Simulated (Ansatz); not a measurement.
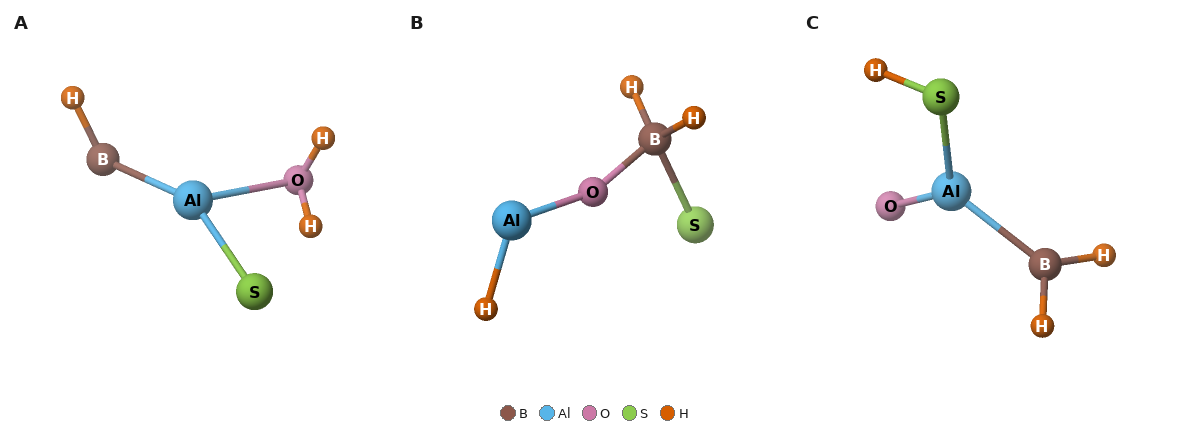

3 stationary structures of one formula. The species has charge −1 and is a spin singlet. Geometries: PBE-D4/def2-SVPD. Electronic energies: PBE-D4/def2-SVPD (Ansatz 0.2.0), without zero-point energy. No frequency run is at hand to confirm each as a minimum. Each is one conformer, not always the lowest.

> Rank them by energy, lowest first.

C is lowest (Cs); B lies 64.3 kJ/mol above it (Cs), A lies 177.9 kJ/mol above it (C1).
